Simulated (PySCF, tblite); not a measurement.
# C11H28Ge11: electronic excitations, NMR shifts

What do calculations give for the electronic excitations, NMR shifts of C11H28Ge11?

Programs: tblite 0.8.0 and PySCF 2.14.0, with routines of our own; each step states its level. All values are computed. Atoms count from 0.

## Step 1: The system as given

50 atoms, charge 0, multiplicity 1; geometry from: force field, distance geometry or constructed start.

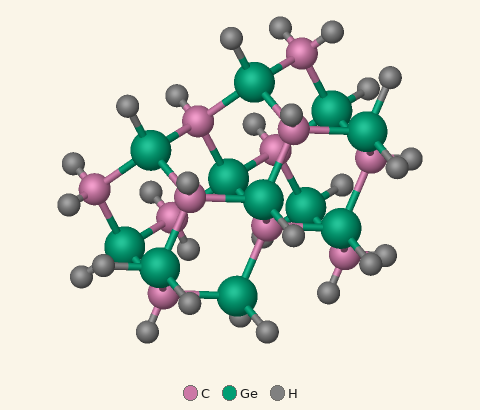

The starting geometry (carbon pink, germanium teal, hydrogen grey).

## Step 2: Relaxing the molecule with GFN2-xTB

What the job is given:

```
{"job": {"kind": "relax", "xc": "GFN2-xTB", "basis": "xTB"}, "charge": 0, "multiplicity": 1}
C     -1.755400    -1.469800    -1.682700
C     -0.133600    -0.524400     0.973600
Ge    -0.125200    -0.529300    -1.014700
C     -3.390900    -0.522600     0.974300
Ge    -3.391200    -0.528200    -1.012300
Ge    -1.763600    -1.468500     1.643300
C     -0.130300     1.356800    -1.684400
C     -3.386800     1.357800    -1.679600
C     -1.757600     2.294000     0.980100
Ge    -1.763100     2.295300    -1.014100
Ge    -0.132500     1.353900     1.643800
Ge    -3.392700     1.353100     1.645900
C      1.496100    -1.467300    -1.676100
C      3.131600    -0.527600     0.977800
Ge     3.127200    -0.521900    -1.015500
Ge     1.497600    -1.467400     1.652200
C      1.499900    -3.348100     0.981400
Ge     1.498400    -3.353400    -1.016700
C      3.128800     1.356900    -1.678600
C      1.502300     2.297000     0.983200
Ge     1.497200     2.299900    -1.014200
Ge     3.128500     1.356600     1.645700
H     -1.756900    -1.463400    -2.764500
H     -1.764500    -2.499900    -1.319300
H     -4.279600    -1.038200     1.344700
H     -4.645500    -1.249100    -1.523200
H     -1.759600    -1.465700     3.175200
H     -1.760900    -2.909900     1.137100
H     -0.129800     1.355500    -2.773100
H     -3.389100     1.355500    -2.767700
H     -4.276500     1.869500    -1.318900
H     -1.762200     3.325000     1.344000
H     -1.761300     3.738700    -1.527600
H     -0.128300     1.353800     3.179600
H     -4.638200     2.078100     1.132600
H     -3.389700     1.357300     3.173000
H      1.498700    -1.467900    -2.775200
H      4.020300    -1.038300     1.341200
H      4.379700    -1.252100    -1.525800
H      1.494700    -1.464600     3.177100
H      0.609400    -3.866100     1.347600
H      2.395400    -3.869400     1.347500
H      0.255200    -4.070300    -1.529300
H      2.751300    -4.071800    -1.527500
H      3.125700     1.356800    -2.768700
H      4.017500     1.870500    -1.321200
H      1.501900     3.323800     1.343200
H      1.499200     3.741200    -1.523400
H      4.380200     2.076700     1.136100
H      3.131300     1.355800     3.177900
```

Command:

```sh
$ OMP_NUM_THREADS=2 python large_run.py task.json out
```

This one command runs all jobs of the session in turn.

The log of the run:

```text
step      E/eV     max force
  0   -1603.16556    0.543
  1   -1603.20987    0.349
  2   -1603.25944    0.293
  3   -1603.27725    0.250
  4   -1603.30325    0.230
  5   -1603.31323    0.165
  6   -1603.31926    0.114
  7   -1603.32291    0.125
  8   -1603.32663    0.081
  9   -1603.32918    0.067
 10   -1603.33125    0.066
 11   -1603.33349    0.091
 12   -1603.33648    0.107
 13   -1603.33983    0.100
 14   -1603.34268    0.079
 15   -1603.34466    0.062
 16   -1603.34626    0.067
 17   -1603.34787    0.068
 18   -1603.34944    0.080
 19   -1603.35085    0.067
 20   -1603.35216    0.057
 21   -1603.35349    0.065
 22   -1603.35483    0.054
 23   -1603.35589    0.044
 24   -1603.35654    0.029
 25   -1603.35698    0.035
 26   -1603.35745    0.042
 27   -1603.35806    0.048
 28   -1603.35870    0.050
 29   -1603.35919    0.034
 30   -1603.35948    0.028
 31   -1603.35970    0.026
 32   -1603.35992    0.027
 33   -1603.36013    0.026
 34   -1603.36030    0.019
```

Run time: 2.2 s. Hardware: 2 threads of Arm Neoverse V2, shared host; peak memory 0.16 GiB.

Relaxation path:

```csv
step,energy from step 0 (eV),largest force (eV/Å)
0,0.0000,0.5435
1,-0.0443,0.3490
2,-0.0939,0.2929
3,-0.1117,0.2498
4,-0.1377,0.2300
5,-0.1477,0.1645
6,-0.1537,0.1133
7,-0.1574,0.1249
8,-0.1611,0.0807
10,-0.1657,0.0668
12,-0.1709,0.1070
14,-0.1771,0.0794
16,-0.1807,0.0665
18,-0.1839,0.0795
20,-0.1866,0.0573
22,-0.1893,0.0541
24,-0.1910,0.0296
26,-0.1919,0.0418
28,-0.1931,0.0492
30,-0.1939,0.0288
31,-0.1941,0.0251
32,-0.1944,0.0271
33,-0.1946,0.0255
34,-0.1947,0.0196
```

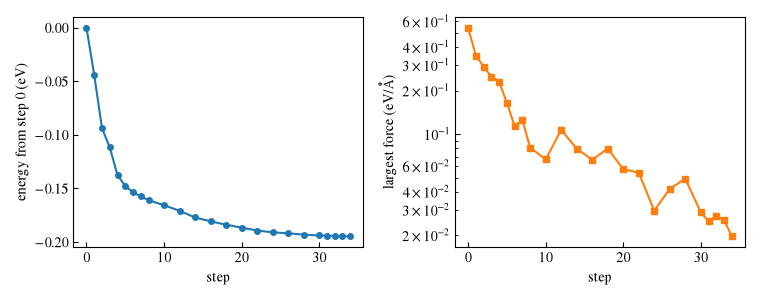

Energy and force, step by step.

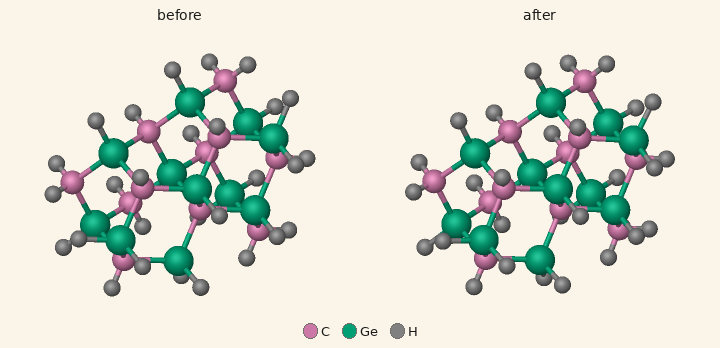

Before and after, at one scale.

Close pairs (by a distance rule), those that changed most:

```csv
bond,before (Å),after (Å),change (Å)
C8–Ge11,2.001,1.963,-0.037
C13–Ge21,1.999,1.963,-0.036
C1–Ge5,1.999,1.965,-0.034
C12–Ge17,1.998,1.965,-0.033
C0–Ge4,2.003,1.971,-0.032
C1–Ge15,2.003,1.972,-0.031
C19–Ge21,1.992,1.961,-0.031
C3–Ge5,1.998,1.970,-0.027
```

The final coordinates are the input of the step that follows.

## Step 3: Electronic excitations: TDDFT PBE/def2-SVP

What the job is given:

```
{"job": {"kind": "uv", "basis": "def2-SVP", "grid": 1, "kgrid": 0, "vcut": null, "nstates": 6, "ntriplets": 2, "tda": false, "delta": ["ip_vertical"], "pop": true, "xc": "PBE"}, "charge": 0, "multiplicity": 1}
C     -1.771937    -1.432761    -1.715658
C     -0.135539    -0.527964     0.957408
Ge    -0.137062    -0.533148    -1.035834
C     -3.345147    -0.502513     0.970256
Ge    -3.368974    -0.511071    -1.018564
Ge    -1.741334    -1.413579     1.662708
C     -0.126949     1.350149    -1.675743
C     -3.337662     1.334868    -1.717265
C     -1.749403     2.258085     0.968031
Ge    -1.744693     2.270404    -1.017084
Ge    -0.128674     1.331432     1.621009
Ge    -3.328736     1.331797     1.676029
C      1.494583    -1.470026    -1.677030
C      3.075199    -0.500617     0.973455
Ge     3.092692    -0.515684    -1.014026
Ge     1.469907    -1.450156     1.635821
C      1.502844    -3.311700     0.971507
Ge     1.510645    -3.315536    -1.002263
C      3.076555     1.328819    -1.723211
C      1.489514     2.260200     0.965413
Ge     1.490754     2.273384    -1.019743
Ge     3.062295     1.330802     1.679349
H     -1.773549    -1.400159    -2.804320
H     -1.772783    -2.477876    -1.410306
H     -4.230957    -1.018368     1.339066
H     -4.629906    -1.233181    -1.497815
H     -1.706854    -1.370375     3.177461
H     -1.764737    -2.883906     1.276592
H     -0.129924     1.351234    -2.766381
H     -3.307997     1.316117    -2.805591
H     -4.238716     1.864212    -1.412740
H     -1.739859     3.282842     1.337508
H     -1.710427     3.720433    -1.500340
H     -0.124388     1.289748     3.151549
H     -4.598440     2.072813     1.295349
H     -3.276202     1.306857     3.190563
H      1.497006    -1.468182    -2.767008
H      3.960257    -1.019621     1.341406
H      4.343019    -1.257055    -1.492006
H      1.438921    -1.409605     3.164881
H      0.641745    -3.857173     1.352138
H      2.398391    -3.806427     1.342373
H      0.321025    -4.080759    -1.540653
H      2.742320    -4.020243    -1.522306
H      3.045932     1.310777    -2.811181
H      3.982390     1.849854    -1.419909
H      1.479053     3.285291     1.333787
H      1.462816     3.721349    -1.507666
H      4.336006     2.065574     1.301986
H      3.010065     1.304403     3.192828
```

Method: TDDFT PBE/def2-SVP, vertical, gas phase, core orbitals frozen in the response.

The log of the run:

```text
start: PBE on a coarse grid of 186924 points
cycle   1  E = -23275.2401053645  dE = -3.741e+00  |g| = 2.127e+00  |ddm| = 8.443e+00
cycle   2  E = -23273.8296143150  dE =  1.410e+00  |g| = 3.281e+00  |ddm| = 5.191e+00
cycle   3  E = -23275.8454938678  dE = -2.016e+00  |g| = 5.869e-01  |ddm| = 4.000e+00
cycle   4  E = -23275.9417936726  dE = -9.630e-02  |g| = 1.273e-01  |ddm| = 9.616e-01
cycle   5  E = -23275.9443916876  dE = -2.598e-03  |g| = 7.731e-02  |ddm| = 2.673e-01
cycle   6  E = -23275.9459565909  dE = -1.565e-03  |g| = 1.974e-02  |ddm| = 1.185e-01
cycle   7  E = -23275.9460518572  dE = -9.527e-05  |g| = 6.329e-03  |ddm| = 3.156e-02
final grid: 186924 points
cycle   8  E = -23275.9460087046  dE =  4.315e-05  |g| = 1.367e-02  |ddm| = 2.531e-02
cycle   9  E = -23275.9457641853  dE =  2.445e-04  |g| = 3.285e-02  |ddm| = 6.065e-02
cycle  10  E = -23275.9460517415  dE = -2.876e-04  |g| = 2.648e-03  |ddm| = 4.476e-02
cycle  11  E = -23275.9460616916  dE = -9.950e-06  |g| = 5.226e-04  |ddm| = 3.644e-03
cycle  12  E = -23275.9460562621  dE =  5.429e-06  |g| = 7.898e-05  |ddm| = 7.515e-04
converged SCF energy = -23275.9460562621
Vertical ionisation energy (delta-SCF) = 7.3569 eV   <S^2> = 0.751

Static polarisability (au): isotropic 383.212, principal 345.216 377.250 427.169

Singlet excitations
state   eV       nm        f      main configurations
  1   5.3960    229.8   0.00453   H->L 0.99
  2   5.4720    226.6   0.00536   H->L+1 0.98
  3   5.5004    225.4   0.00051   H->L+2 0.99
  4   5.5480    223.5   0.00038   H-1->L 0.98
  5   5.5842    222.0   0.00108   H->L+3 0.98
  6   5.6201    220.6   0.00123   H-1->L+1 0.97

Triplet excitations (Tamm-Dancoff, eV): 5.3190 5.3771
```

Wall time 99 s (2 threads of Arm Neoverse V2, shared host); peak memory 1.6 GiB.

Frontier orbitals and where they lie:

```csv
orbital,eV,atoms
HOMO−4,-6.50,"C8 9 %, C12 8 %, C0 6 %"
HOMO−3,-6.35,"C1 13 %, H33 8 %, Ge2 8 %"
HOMO−2,-6.26,"C7 11 %, C18 8 %, C12 7 %"
HOMO−1,-5.85,"C6 12 %, C12 8 %, C1 6 %"
HOMO,-5.70,"C12 10 %, C0 8 %, C6 7 %"
LUMO,-0.33,"Ge11 7 %, Ge14 7 %, Ge9 7 %"
LUMO+1,-0.27,"Ge17 10 %, Ge2 9 %, Ge14 8 %"
LUMO+2,-0.23,"Ge10 10 %, Ge21 9 %, Ge20 8 %"
LUMO+3,-0.15,"Ge5 16 %, Ge10 8 %, Ge11 8 %"
```

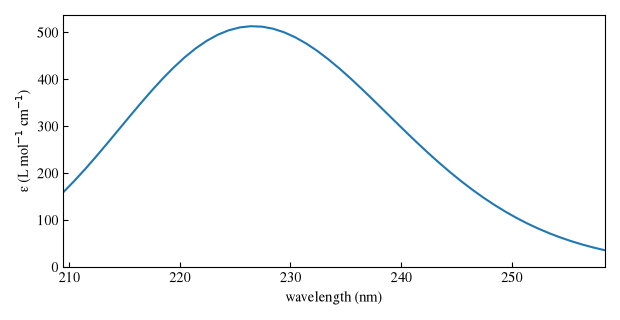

Absorption spectrum: each of the 6 states is a Gaussian band of 0.4 eV half-width at 1/e. Beyond the last state computed it falls off for lack of states.

Further results of this job:

```csv
property,computed
dipole moment (D),1.30
polarisability (Å³),56.79
HOMO–LUMO gap (eV),5.37
−ε(HOMO) (eV),5.70
```

## Step 4: NMR shifts: GIAO KT3/pcSseg-1

Settings changed since step 3:

```diff
@@ -1,2 +1,2 @@
-{"job": {"kind": "uv", "basis": "def2-SVP", "grid": 1, "kgrid": 0, "vcut": null, "nstates": 6, "ntriplets": 2, "tda": false, "delta": ["ip_vertical"], "pop": true, "xc": "PBE"}, "charge": 0, "multiplicity": 1}
+{"job": {"kind": "nmr", "xc": "KT3", "basis": "pcSseg-1", "pop": false}, "charge": 0, "multiplicity": 1}
 C     -1.771937    -1.432761    -1.715658
```

With the program's defaults for keys left out, this is: GIAO KT3/pcSseg-1 NMR shielding, non-relativistic, gas phase.

The log of the run:

```text
start: PBE on a coarse grid of 186924 points
cycle   1  E = -23275.6031529662  dE = -4.140e+00  |g| = 3.720e+00  |ddm| = 8.422e+00
cycle   2  E = -23273.5392417597  dE =  2.064e+00  |g| = 4.986e+00  |ddm| = 5.808e+00
cycle   3  E = -23276.6136152405  dE = -3.074e+00  |g| = 8.185e-01  |ddm| = 4.601e+00
cycle   4  E = -23276.7686073671  dE = -1.550e-01  |g| = 3.770e-01  |ddm| = 1.439e+00
cycle   5  E = -23276.7981928744  dE = -2.959e-02  |g| = 1.278e-01  |ddm| = 6.485e-01
cycle   6  E = -23276.8022795563  dE = -4.087e-03  |g| = 3.807e-02  |ddm| = 2.177e-01
cycle   7  E = -23276.8026251900  dE = -3.456e-04  |g| = 1.335e-02  |ddm| = 6.380e-02
cycle   8  E = -23276.8026721324  dE = -4.694e-05  |g| = 4.083e-03  |ddm| = 2.042e-02
final grid: 368281 points
cycle   9  E = -23375.9139740184  dE = -1.271e-02  |g| = 1.571e+00  |ddm| = 1.525e+00
cycle  10  E = -23375.7920210984  dE =  1.220e-01  |g| = 1.991e+00  |ddm| = 1.953e+00
cycle  11  E = -23376.0622738791  dE = -2.703e-01  |g| = 1.358e-01  |ddm| = 1.185e+00
cycle  12  E = -23376.0661727292  dE = -3.899e-03  |g| = 5.545e-02  |ddm| = 2.785e-01
cycle  13  E = -23376.0668719611  dE = -6.992e-04  |g| = 2.416e-02  |ddm| = 1.141e-01
cycle  14  E = -23376.0670327487  dE = -1.608e-04  |g| = 2.991e-03  |ddm| = 3.361e-02
cycle  15  E = -23376.0670457525  dE = -1.300e-05  |g| = 1.299e-03  |ddm| = 6.119e-03
cycle  16  E = -23376.0670370399  dE =  8.713e-06  |g| = 3.389e-04  |ddm| = 1.865e-03
cycle  17  E = -23376.0670402075  dE = -3.168e-06  |g| = 1.898e-04  |ddm| = 7.469e-04
cycle  18  E = -23376.0670394489  dE =  7.586e-07  |g| = 2.950e-05  |ddm| = 2.422e-04
converged SCF energy = -23376.0670394489

GIAO shielding tensors (ppm)
atom      isotropic    diamagn.    paramagn.     s11        s22        s33       span
  0 C      180.698     255.900     -75.202    176.530    181.302    184.262      7.731
  1 C      181.861     261.846     -79.984    175.653    181.991    187.939     12.286
  2 Ge    1299.269    2757.297   -1458.027   1255.562   1315.823   1326.424     70.862
  3 C      189.737     260.755     -71.018    177.029    185.978    206.203     29.174
  4 Ge    1366.428    2757.740   -1391.312   1297.113   1388.989   1413.184    116.071
  5 Ge    1448.576    2759.514   -1310.939   1386.808   1411.288   1547.631    160.823
  6 C      180.676     257.889     -77.213    177.104    181.703    183.221      6.117
  7 C      184.650     257.533     -72.883    176.574    184.432    192.945     16.371
  8 C      183.674     258.443     -74.769    177.274    182.271    191.476     14.202
  9 Ge    1366.577    2758.434   -1391.857   1303.236   1372.707   1423.789    120.553
 10 Ge    1365.605    2757.984   -1392.379   1279.116   1396.155   1421.543    142.427
 11 Ge    1449.024    2757.745   -1308.721   1388.316   1420.384   1538.372    150.056
 12 C      182.697     258.164     -75.467    176.889    183.348    187.855     10.966
 13 C      186.242     260.365     -74.123    178.993    182.528    197.204     18.212
 14 Ge    1363.648    2757.500   -1393.852   1300.435   1368.341   1422.168    121.733
 15 Ge    1376.374    2758.816   -1382.442   1284.746   1420.892   1423.483    138.737
 16 C      188.121     255.878     -67.757    182.735    188.381    193.247     10.512
 17 Ge    1462.953    2757.962   -1295.009   1374.253   1448.822   1565.783    191.530
 18 C      183.376     257.134     -73.758    176.560    181.455    192.114     15.554
 19 C      183.914     258.450     -74.536    176.868    182.786    192.089     15.221
 20 Ge    1367.605    2758.296   -1390.691   1305.092   1373.375   1424.347    119.255
 21 Ge    1454.783    2758.128   -1303.345   1390.944   1427.094   1546.311    155.366
 22 H       31.821      32.663      -0.841     25.947     29.320     40.197     14.250
 23 H       30.617      33.531      -2.915     24.560     29.417     37.874     13.314
 24 H       31.647      32.321      -0.674     25.401     25.746     43.794     18.393
 25 H       26.436      28.984      -2.547     19.204     19.316     40.789     21.585
 26 H       27.644      32.003      -4.359     20.979     22.650     39.303     18.324
 27 H       27.112      32.515      -5.403     19.751     23.626     37.957     18.207
 28 H       32.216      35.279      -3.063     26.799     29.709     40.140     13.341
 29 H       31.787      31.542       0.245     26.787     27.402     41.172     14.385
 30 H       31.173      30.419       0.753     25.574     26.907     41.037     15.462
 31 H       31.616      33.607      -1.991     25.340     27.503     42.006     16.667
 32 H       26.633      31.029      -4.396     18.831     21.024     40.043     21.212
 33 H       27.053      32.973      -5.920     20.033     23.033     38.093     18.060
 34 H       27.128      29.745      -2.617     19.569     21.372     40.442     20.874
 35 H       27.532      29.573      -2.042     20.284     22.632     39.680     19.396
 36 H       32.219      34.400      -2.181     27.449     28.533     40.674     13.225
 37 H       31.662      33.344      -1.682     25.204     26.959     42.824     17.620
 38 H       26.507      30.665      -4.158     18.699     20.561     40.262     21.563
 39 H       27.085      31.997      -4.912     21.017     21.640     38.597     17.580
 40 H       31.041      32.092      -1.052     24.890     28.868     39.363     14.473
 41 H       31.564      29.576       1.988     25.160     27.397     42.133     16.973
 42 H       27.272      29.730      -2.457     19.452     23.772     38.593     19.142
 43 H       27.613      29.738      -2.124     20.268     21.330     41.241     20.973
 44 H       31.708      31.793      -0.085     26.804     27.404     40.915     14.111
 45 H       31.142      30.704       0.439     25.641     26.827     40.959     15.317
 46 H       31.616      33.682      -2.066     25.317     27.405     42.125     16.808
 47 H       26.614      31.111      -4.497     18.778     20.959     40.105     21.327
 48 H       27.136      30.060      -2.924     19.675     21.237     40.495     20.820
 49 H       27.549      29.961      -2.412     20.428     22.472     39.747     19.319
```

It took 80 s on 2 threads of Arm Neoverse V2, shared host; peak memory 1.6 GiB.

Shifts follow as δ = σ(reference) − σ, with reference shieldings (ppm) from runs at the same level and on the same kind of geometry: ¹H TMS 31.76, ¹³C TMS 184.7. The references are single molecules in the gas phase.

```csv
atoms,environment,σ (ppm),δ (ppm)
C6,"carbon bonded to 3 Ge, H",180.7,4.0
C0,"carbon bonded to 2 Ge, 2 H",180.7,4.0
C1,carbon bonded to 4 Ge,181.9,2.9
C12,"carbon bonded to 3 Ge, H",182.7,2.0
C18,"carbon bonded to 2 Ge, 2 H",183.4,1.3
C8,"carbon bonded to 3 Ge, H",183.7,1.0
C19,"carbon bonded to 3 Ge, H",183.9,0.8
C7,"carbon bonded to 2 Ge, 2 H",184.7,0.1
C13,"carbon bonded to 3 Ge, H",186.2,-1.5
C16,"carbon bonded to 2 Ge, 2 H",188.1,-3.4
C3,"carbon bonded to 3 Ge, H",189.7,-5.0
H25,hydrogen on a germanium bonded to 3 C,26.44,5.32
H38,hydrogen on a germanium bonded to 3 C,26.51,5.25
H47,hydrogen on a germanium bonded to 3 C,26.61,5.15
H32,hydrogen on a germanium bonded to 3 C,26.63,5.13
H33,hydrogen on a germanium bonded to 3 C,27.05,4.71
H39,hydrogen on a germanium bonded to 3 C,27.08,4.68
H27,hydrogen on a germanium bonded to 2 C,27.11,4.65
H34,hydrogen on a germanium bonded to 2 C,27.13,4.63
H48,hydrogen on a germanium bonded to 2 C,27.14,4.62
H42,hydrogen on a germanium bonded to 2 C,27.27,4.49
H35,hydrogen on a germanium bonded to 2 C,27.53,4.23
H49,hydrogen on a germanium bonded to 2 C,27.55,4.21
H43,hydrogen on a germanium bonded to 2 C,27.61,4.15
H26,hydrogen on a germanium bonded to 2 C,27.64,4.12
H23,hydrogen on a carbon bonded to 2 Ge,30.62,1.14
H40,hydrogen on a carbon bonded to 2 Ge,31.04,0.72
H45,hydrogen on a carbon bonded to 2 Ge,31.14,0.62
H30,hydrogen on a carbon bonded to 2 Ge,31.17,0.59
H41,hydrogen on a carbon bonded to 2 Ge,31.56,0.20
H46,hydrogen on a carbon bonded to 3 Ge,31.62,0.14
H31,hydrogen on a carbon bonded to 3 Ge,31.62,0.14
H24,hydrogen on a carbon bonded to 3 Ge,31.65,0.11
H37,hydrogen on a carbon bonded to 3 Ge,31.66,0.10
H44,hydrogen on a carbon bonded to 2 Ge,31.71,0.05
H29,hydrogen on a carbon bonded to 2 Ge,31.79,-0.03
H22,hydrogen on a carbon bonded to 2 Ge,31.82,-0.06
H28,hydrogen on a carbon bonded to 3 Ge,32.22,-0.46
H36,hydrogen on a carbon bonded to 3 Ge,32.22,-0.46
Ge2,germanium bonded to 4 C,1299,–
```

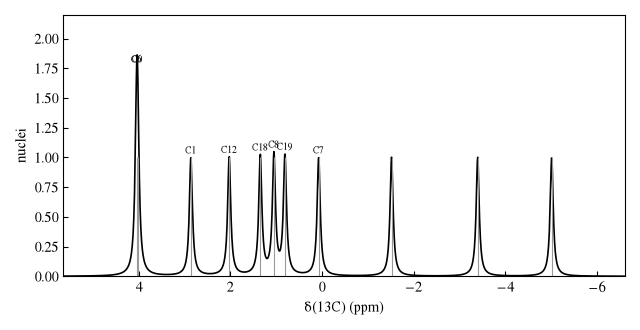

¹³C lines at the computed shifts, without couplings. Lines are broadened to a width of 0.08 ppm (Lorentzian).

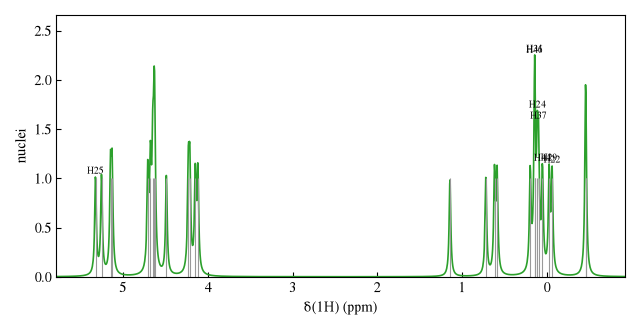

¹H lines at the computed shifts, without couplings. Lines are broadened to a width of 0.02 ppm (Lorentzian).

Ring of atoms C0, C1, Ge2, C3, Ge4, Ge5: NICS(0) -2.1, NICS(1) -1.7, NICS(1)zz 3.5 ppm (means of both faces).

Ring of atoms C0, Ge2, Ge4, C6, C7, Ge9: NICS(0) -1.6, NICS(1) -1.4, NICS(1)zz 4.8 ppm (means of both faces).

Ring of atoms C1, Ge2, C6, C8, Ge9, Ge10: NICS(0) -2.3, NICS(1) -1.9, NICS(1)zz -2.6 ppm (means of both faces).

## Step 5: What came out

| quantity | value |
| --- | --- |
| lowest singlet (PBE/def2-SVP) | 5.40 eV (230 nm), f = 0.005 |
| brightest single state of those computed | state 2, 5.47 eV, f = 0.005 |
| lowest triplet | 5.32 eV |
| ¹³C shifts against TMS (KT3/pcSseg-1) | 4.0, 4.0, 2.9, 2.0, 1.3, 1.0, 0.8, 0.1, -1.5, -3.4, -5.0 ppm |
| ¹H shifts against TMS (KT3/pcSseg-1) | 5.32, 5.25, 5.15, 5.13, 4.71, 4.68, 4.65, 4.63, 4.62, 4.49, 4.23, 4.21, 4.15, 4.12 ppm and more |
| shieldings of Ge (KT3/pcSseg-1) | Ge2 1299.3, Ge14 1363.6, Ge10 1365.6, Ge4 1366.4, Ge9 1366.6, Ge20 1367.6, Ge15 1376.4, Ge5 1448.6 ppm and more |

The lowest singlet, at 5.40 eV, is HOMO→LUMO 0.99 and is weak; of the 6 states computed, the strongest absorption comes from state 2 at 5.47 eV. The lowest triplet lies 0.08 eV below the lowest singlet (triplets in Tamm-Dancoff, singlets in full TDDFT). At KT3/pcSseg-1: Shielding is most anisotropic at Ge17 (span 192 ppm, paramagnetic term -1295 ppm).
